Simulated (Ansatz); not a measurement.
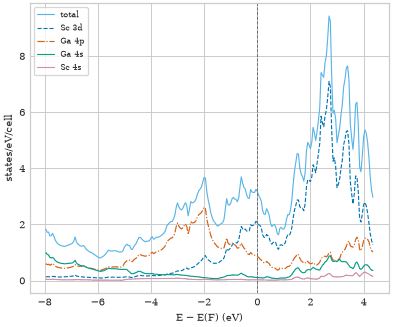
*Total and projected density of states of ScGa2 in space group Imma (No. 74; Ga on 8h, Sc on 4e), r²SCAN in the plane-wave PAW code Ansatz*

Which orbitals carry the states next to the Fermi level?

Within 0.5 eV of the Fermi level: Sc 3d 63 %, Ga 4p 29 %. Projections are on Löwdin-orthogonalised atomic valence shells; empty p or d shells of many metals are not among them.

Where is the tallest occupied peak in this window, and what makes it?

Near -0.6 eV, about 3.7 states/eV per cell; the largest projected share is Sc 3d.

The workflow started from an entry of the Crystallography Open Database (COD). Its standing as an ambient phase is unchecked. Symmetry was held in the r²SCAN relaxation; whether a distortion lowers the energy is not shown. The run is not spin-polarised. Scalar-relativistic: spin–orbit coupling is off unless named, which matters more the heavier the elements.

Potentials: the later of the program's two PAW sets.
